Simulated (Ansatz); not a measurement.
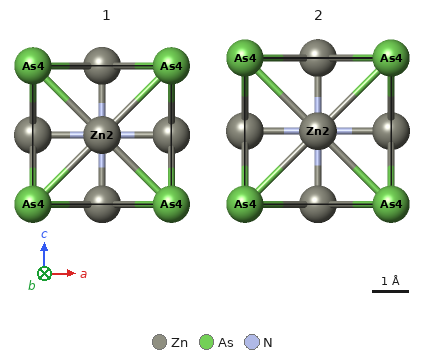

Two geometries of solid Zn3AsN (a generated structure, set up in Pm-3m) (coarse preliminary run), drawn at one scale. One is the start of a relaxation, the other its converged end. A ball-and-stick model of the cell of the calculation, seen along the b axis.

Theory: DFT PBE, scalar-relativistic, plane waves, PAW (Ansatz). Settings: plane-wave cutoff 420 eV; k-point mesh 6 × 6 × 6; occupations gaussian; smearing width 0.1 eV; no spin polarisation; cell and atoms relaxed; force threshold 0.05 eV/Å; at most 80 steps.

### Which geometry has the lower energy?

Structure 2 is the relaxed one. After 3 accepted moves (4 points after the start) the energy has fallen by 149 meV per atom. All forces vanish by symmetry, so only the cell relaxes. Pressure: 24.94 GPa at the start and 0.38 GPa at the end. The SCF was repeated once at an unchanged geometry on a basis and grid sized afresh for the cell, which shifted the energy by 7.1 meV per atom at most. No atom moves by more than 0.005 Å relative to the cell. The drawn cell changes as follows: a = b = c 3.944 → 4.165 Å (+5.6 %); the volume changes by +17.8 %. Near-neighbour distances that change, for instance: As–Zn 2.789 → 2.945 Å, N–Zn 1.972 → 2.083 Å. The space group stays Pm-3m (No. 221).
